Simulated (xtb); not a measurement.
## CH$_{3}$FS$_{2}$W (charge +1): energy and gradient calculation

CH$_{3}$FS$_{2}$W, charge +1, multiplicity 2, computed with GFN1-xTB (xtb 6.7.1).

The geometry is that of the parent species in another charge or spin state. The geometry comes from this level: GFN2-xTB.

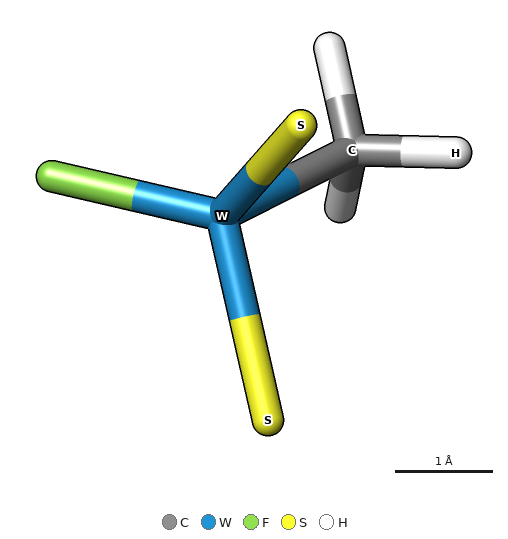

Fig. 1: The input geometry (stick view, seen at a tilt). Sticks mark near contacts.

The input (in.coord)
```
$coord angs
    -0.9209400    -0.1606400     0.6431500  C
     0.9178500     0.0571600    -0.4879300  W
     2.3196000    -0.8395900     0.3052800  F
     0.3396400    -0.6309900    -2.4690300  S
     1.1303100     2.2167500    -0.6414100  S
    -0.7198100     0.0544200     1.7133000  H
    -1.3113200    -1.1951900     0.5871900  H
    -1.7553300     0.4980800     0.3494500  H
$end
```

File xcontrol
```
$chrg 1
$spin 1
$end
```

Launch command:
```bash
xtb --input xcontrol --json --gfn 1 --grad -- in.coord | tee in.out
```

The program's output
```
* xtb version 6.7.1
   ID    Z sym.   atoms
    1    6 C      1
    2   74 W      2
    3    9 F      3
    4   16 S      4, 5
    5    1 H      6-8

           -------------------------------------------------
          |                Calculation Setup                |
           -------------------------------------------------

          program call               : xtb --input xcontrol --json --gfn 1 --grad -- in.coord
          coordinate file            : in.coord
          omp threads                :                     1

           -------------------------------------------------
          |                 G F N 1 - x T B                 |
           -------------------------------------------------

      * Hamiltonian:
        H0-scaling (s, p, d)           1.850000    2.250000    2.000000
        zeta-weighting                 0.000000
      * Dispersion:
        s8                             2.400000
        a1                             0.630000
        a2                             5.000000
        s9                             0.000000
      * Repulsion:
        kExp                           1.500000
        rExp                           1.000000
      * Coulomb:
        alpha                          2.000000
        third order                    atomic
        anisotropic                    false
      * Halogen bond correction:
        rad-scale                      1.300000
        damping                        0.440000

          ...................................................
          :                      SETUP                      :
          :.................................................:
          :  # basis functions                  44          :
          :  # atomic orbitals                  41          :
          :  # shells                           19          :
          :  # electrons                        31          :
          :  # halogen bonds                     0          :
          :  max. iterations                   250          :
          :  Hamiltonian                  GFN1-xTB          :
          :  restarted?                      false          :
          :  GBSA solvation                  false          :
          :  PC potential                    false          :
          :  electronic temp.          300.0000000     K    :
          :  accuracy                    1.0000000          :
          :  -> integral cutoff          0.2500000E+02      :
          :  -> integral neglect         0.1000000E-07      :
          :  -> SCF convergence          0.1000000E-05 Eh   :
          :  -> wf. convergence          0.2000000E-04 e    :
          :  Broyden damping             0.4000000          :
          :  net charge                          1          :
          :  unpaired electrons                  1          :
          ...................................................

 iter      E             dE          RMSdq      gap      omega  full diag
   1    -18.1580955 -0.181581E+02  0.870E+00    3.37       0.0  T
   2    -18.1914188 -0.333233E-01  0.488E+00    2.71       1.0  T
   3    -18.0110869  0.180332E+00  0.459E+00    3.14       1.0  T
   4    -18.1086919 -0.976050E-01  0.383E+00    2.26       1.0  T
   5    -18.1749206 -0.662287E-01  0.170E+00    2.60       1.0  T
   6    -18.1942517 -0.193312E-01  0.927E-01    2.75       1.0  T
   7    -18.1972016 -0.294982E-02  0.683E-01    2.82       1.0  T
   8    -18.1996654 -0.246383E-02  0.461E-01    2.86       1.0  T
   9    -18.2013392 -0.167383E-02  0.858E-02    2.97       1.0  T
  10    -18.2009663  0.372951E-03  0.211E-01    2.99       1.0  T
  11    -18.2014227 -0.456465E-03  0.425E-03    2.95       8.3  T
  12    -18.2014222  0.544049E-06  0.798E-03    2.95       4.4  T
  13    -18.2014228 -0.579654E-06  0.220E-03    2.95      16.0  T
  14    -18.2014228 -0.329084E-07  0.491E-04    2.95      72.0  T
  15    -18.2014228 -0.225726E-08  0.310E-05    2.95    1141.9  T
  16    -18.2014228 -0.877520E-12  0.250E-05    2.95    1414.0  T

   *** convergence criteria satisfied after 16 iterations ***

         #    Occupation            Energy/Eh            Energy/eV
      -------------------------------------------------------------
         1        2.0000           -1.0852881             -29.5322
       ...           ...                  ...                  ...
        10        2.0000           -0.6848020             -18.6344
        11        2.0000           -0.6731520             -18.3174
        12        2.0000           -0.6718049             -18.2807
        13        2.0000           -0.6626776             -18.0324
        14        2.0000           -0.6592156             -17.9382
        15        1.9963           -0.6493532             -17.6698
        16        1.0037           -0.6387210             -17.3805 (HOMO)
        17                         -0.5302419             -14.4286 (LUMO)
        18                         -0.5282058             -14.3732
        19                         -0.4451627             -12.1135
        20                         -0.4433657             -12.0646
        21                         -0.4336729             -11.8008
       ...                                ...                  ...
        41                          0.5613994              15.2765
      -------------------------------------------------------------
                  HL-Gap            0.1084791 Eh            2.9519 eV
             Fermi-level           -0.6142593 Eh          -16.7148 eV

 SCC (total)                   0 d,  0 h,  0 min,  0.016 sec
 SCC setup                      ...        0 min,  0.000 sec (  0.573%)
 Dispersion                     ...        0 min,  0.000 sec (  0.215%)
 classical contributions        ...        0 min,  0.000 sec (  0.103%)
 integral evaluation            ...        0 min,  0.003 sec ( 21.126%)
 iterations                     ...        0 min,  0.006 sec ( 39.889%)
 molecular gradient             ...        0 min,  0.006 sec ( 36.875%)
 printout                       ...        0 min,  0.000 sec (  1.141%)

         :::::::::::::::::::::::::::::::::::::::::::::::::::::
         ::                     SUMMARY                     ::
         :::::::::::::::::::::::::::::::::::::::::::::::::::::
         :: total energy             -18.088733394513 Eh    ::
         :: gradient norm              0.051678044789 Eh/a0 ::
         :: HOMO-LUMO gap              2.951867848804 eV    ::
         ::.................................................::
         :: SCC energy               -18.201422811661 Eh    ::
         :: -> electrostatic           0.179221279016 Eh    ::
         :: repulsion energy           0.116379932507 Eh    ::
         :: dispersion energy         -0.003690515358 Eh    ::
         :: halogen bond corr.         0.000000000000 Eh    ::
         :: add. restraining           0.000000000000 Eh    ::
         :: total charge               1.000000000000 e     ::
         :::::::::::::::::::::::::::::::::::::::::::::::::::::

           -------------------------------------------------
          |                Property Printout                |
           -------------------------------------------------

    * Orbital Energies and Occupations

         #    Occupation            Energy/Eh            Energy/eV
      -------------------------------------------------------------
         1        2.0000           -1.0852881             -29.5322
       ...           ...                  ...                  ...
         4        2.0000           -0.8179142             -22.2566
         5        2.0000           -0.7430929             -20.2206
         6        2.0000           -0.7408209             -20.1588
         7        2.0000           -0.7401346             -20.1401
         8        2.0000           -0.7115926             -19.3634
         9        2.0000           -0.7093258             -19.3017
        10        2.0000           -0.6848020             -18.6344
        11        2.0000           -0.6731520             -18.3174
        12        2.0000           -0.6718049             -18.2807
        13        2.0000           -0.6626776             -18.0324
        14        2.0000           -0.6592156             -17.9382
        15        1.9963           -0.6493532             -17.6698
        16        1.0037           -0.6387210             -17.3805 (HOMO)
        17                         -0.5302419             -14.4286 (LUMO)
        18                         -0.5282058             -14.3732
        19                         -0.4451627             -12.1135
        20                         -0.4433657             -12.0646
        21                         -0.4336729             -11.8008
        22                         -0.3157672              -8.5925
        23                         -0.2583085              -7.0289
        24                         -0.2571388              -6.9971
        25                         -0.2568046              -6.9880
        26                         -0.2564143              -6.9774
        27                         -0.2549487              -6.9375
       ...                                ...                  ...
        41                          0.5613994              15.2765
      -------------------------------------------------------------
                  HL-Gap            0.1084791 Eh            2.9519 eV
             Fermi-level           -0.6142593 Eh          -16.7148 eV

  Mulliken/CM5 charges         n(s)   n(p)   n(d)
     1C    -0.34883 -0.54018   1.079  3.270  0.000
     2W     1.56183  2.01180   0.386  0.756  3.296
     3F    -0.35421 -0.47339   1.813  5.542  0.000
     4S    -0.10341 -0.24331   1.885  4.231 -0.012
     5S    -0.10355 -0.24347   1.885  4.231 -0.012
     6H     0.11738  0.16378   0.883  0.000  0.000
     7H     0.11645  0.16318   0.884  0.000  0.000
     8H     0.11434  0.16159   0.886  0.000  0.000

Wiberg/Mayer (AO) data.
largest (>0.10) Wiberg bond orders for each atom

 ---------------------------------------------------------------------------
     #   Z sym  total        # sym  WBO       # sym  WBO       # sym  WBO
 ---------------------------------------------------------------------------
     1   6 C    3.934 --     2 W    1.083     8 H    0.926     7 H    0.912
                             6 H    0.906
     2  74 W    6.178 --     5 S    1.955     4 S    1.953     1 C    1.083
                             3 F    1.018
     3   9 F    1.163 --     2 W    1.018
     4  16 S    2.377 --     2 W    1.953     5 S    0.306
     5  16 S    2.379 --     2 W    1.955     4 S    0.306
     6   1 H    0.983 --     1 C    0.906
     7   1 H    0.984 --     1 C    0.912
     8   1 H    0.984 --     1 C    0.926
 ---------------------------------------------------------------------------

Topologies differ in total number of bonds
Writing topology from bond orders to xtbtopo.mol

 dipole moment from electron density (au)
     X       Y       Z
   0.9303  -0.0604  -0.3017  total (Debye):    2.491

           -------------------------------------------------
          | TOTAL ENERGY              -18.088733394513 Eh   |
          | GRADIENT NORM               0.051678044789 Eh/α |
          | HOMO-LUMO GAP               2.951867848804 eV   |
           -------------------------------------------------

------------------------------------------------------------------------
------------------------------------------------------------------------
 total:
 *  cpu-time:     0 d,  0 h,  0 min,  0.025 sec
 * ratio c/w:     1.000 speedup
 SCF:
 *  cpu-time:     0 d,  0 h,  0 min,  0.016 sec
 * ratio c/w:     1.000 speedup
```

Standard error
```
normal termination of xtb
```

Results in brief

```tsv
quantity	value
outcome	converged
electrons treated	31
total energy	−18.088733 hartree
dispersion energy	−0.003691 hartree
basis functions	44
largest force	1.929 eV/Å
hardware	1 thread of Intel Xeon @ 2.50GHz (Skylake/Cascade Lake), 16 GiB of memory available, shared host
peak memory	0.069 GiB
```
